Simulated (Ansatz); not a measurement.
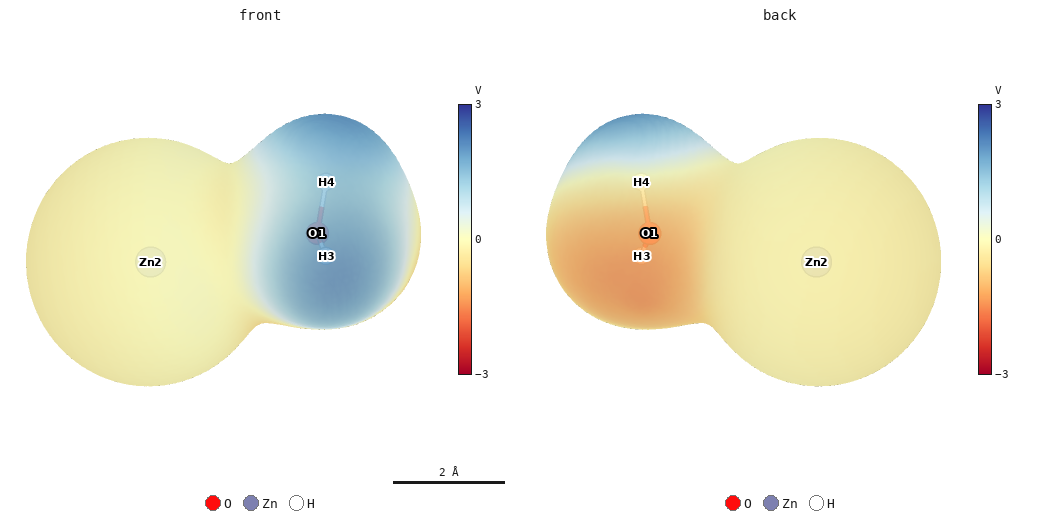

*H2OZn. The electrostatic potential painted on the density surface at 0.001 e/bohr³, seen from the front and from behind; red is negative and blue positive.*

At this geometry the atoms fall into two loosely joined parts.

Theory: RKS CAM-B3LYP/def2-TZVP (Ansatz).

Q: Which sites attract a positive test charge, and which a negative one?

A: A positive charge is drawn to the negative regions and a negative charge to the positive ones. The most negative region (about −1.3 V, or −30 kcal/mol for a unit charge) lies over O1, the most positive (about +2.0 V, or +46 kcal/mol for a unit charge) over H3 and H4. O1 is the likeliest acceptor of a hydrogen bond.
